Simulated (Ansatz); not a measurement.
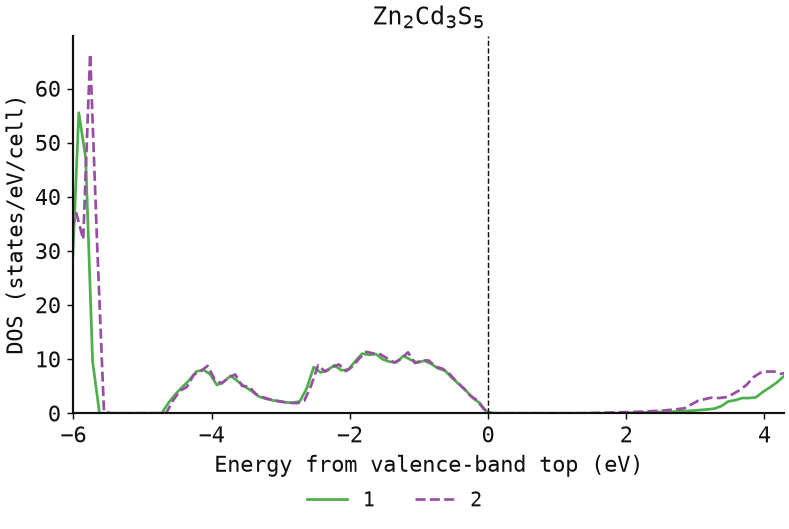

Total densities of states of Zn₂Cd₃S₅, space group I-4m2 (No. 119), 10 atoms in the cell, by two methods on the same cell. Each is counted from its own valence-band top.

> Which curve is which? The methods: r2SCAN, PBE.

1 is r2SCAN; 2 is PBE. r2SCAN gives a gap of 1.75 eV and PBE gives a gap of 1.28 eV.

Settings. r2SCAN: DFT r2SCAN, scalar-relativistic, plane waves, PAW, no spin polarisation, 10×10×10 k mesh, 500 eV cutoff (Ansatz). PBE: DFT PBE, scalar-relativistic, plane waves, PAW, no spin polarisation, 10×10×10 k mesh, 420 eV cutoff, Gaussian smearing of 0.02 eV (Ansatz).

The structure is an invented one, so it need not be a known or stable phase.
